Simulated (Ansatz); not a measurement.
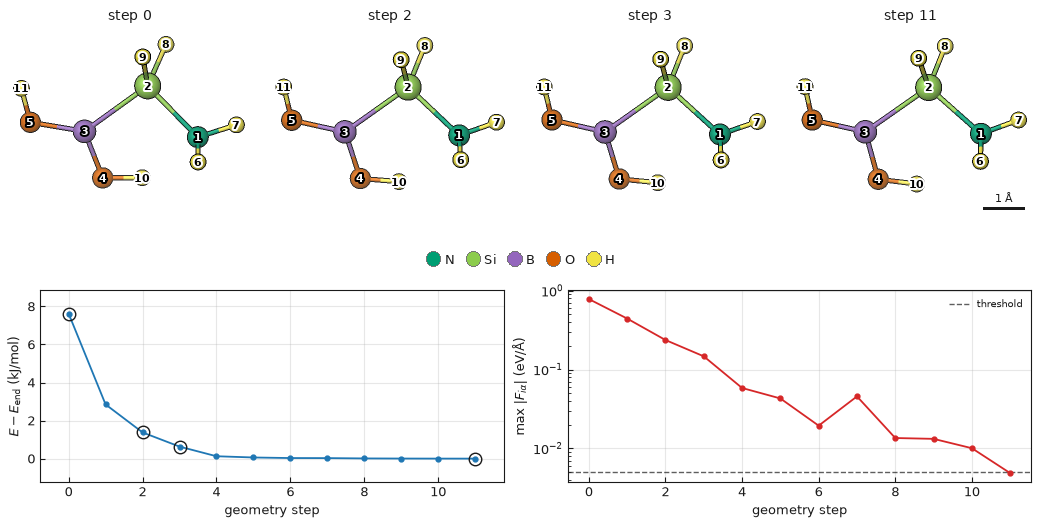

Frames of a relaxation of BSiNH₆O₂, marked on the history of the run. Style: ball-and-stick. Shown at a tilt.

The start comes from PBE-D4/def2-SVP.

These are results of RKS PBE0-D4/def2-TZVP in Ansatz 0.2.0, not measurements.

Input file:
```yaml
crystal:
  periodic: [false, false, false]
  atoms:
    - {symbol: N, position_ang: [0.904393, 0.262721, 1.397119]}
    - {symbol: Si, position_ang: [-0.685450, -0.056652, 0.634768]}
    - {symbol: B, position_ang: [-0.054103, -0.083388, -1.316622]}
    - {symbol: O, position_ang: [1.194017, 0.457607, -1.411076]}
    - {symbol: O, position_ang: [-0.663093, -0.516346, -2.465310]}
    - {symbol: H, position_ang: [1.497515, -0.567781, 1.515325]}
    - {symbol: H, position_ang: [0.893058, 0.768051, 2.290157]}
    - {symbol: H, position_ang: [-1.537648, 1.139305, 0.982682]}
    - {symbol: H, position_ang: [-1.418986, -1.266895, 1.177737]}
    - {symbol: H, position_ang: [1.477184, 0.699996, -0.490087]}
    - {symbol: H, position_ang: [-1.541585, -0.893617, -2.294093]}
basis:
  gaussian: {orbitals: def2-TZVP}
hamiltonian: {xc: pbe0, dispersion: d4}
relax: {f_tol: 0.005, max_steps: 150}
```

Launched with:
```bash
ansatz run in.yaml --threads 4 --pin off --events-out ev --progress --plain --max-ram 10444MiB
```

> Describe the path.

H10 moves most after the best rigid fit: 0.26 Å. Largest moves by element: H 0.26 Å, N 0.14 Å, O 0.13 Å, Si 0.05 Å, B 0.03 Å. Near-neighbour distances that change, for instance: N1–Si2 1.792 → 1.744 Å, O4–H10 0.994 → 0.965 Å, Si2–H8 1.509 → 1.491 Å, Si2–H9 1.516 → 1.498 Å. Bond angles that change, for instance: N1–Si2–B3 97.7° → 103.3°, Si2–B3–O4 110.0° → 115.1°, B3–Si2–H9 118.6° → 114.0°. Over 11 geometry steps the energy falls by 7.62 kJ/mol. The largest force component goes from 0.78 to 0.0049 eV/Å. The run took 31 s on 4 threads of Arm Neoverse V2, on a shared host. From step 0 to 2: H10 moves most (0.13 Å), energy −6.25 kJ/mol. From step 2 to 3: H10 moves most (0.06 Å), energy −0.74 kJ/mol. From step 3 to 11: H7 moves most (0.10 Å), energy −0.63 kJ/mol.

| step | E − E(0), kJ/mol | largest force component, eV/Å |
| --- | --- | --- |
| 0 | 0.00 | 0.7844 |
| 1 | -4.78 | 0.4438 |
| 2 | -6.25 | 0.2371 |
| 3 | -6.99 | 0.1472 |
| 4 | -7.50 | 0.0584 |
| 5 | -7.56 | 0.0430 |
| 6 | -7.59 | 0.0194 |
| 7 | -7.60 | 0.0457 |
| 8 | -7.61 | 0.0135 |
| 9 | -7.62 | 0.0132 |
| 10 | -7.62 | 0.0101 |
| 11 | -7.62 | 0.0049 |
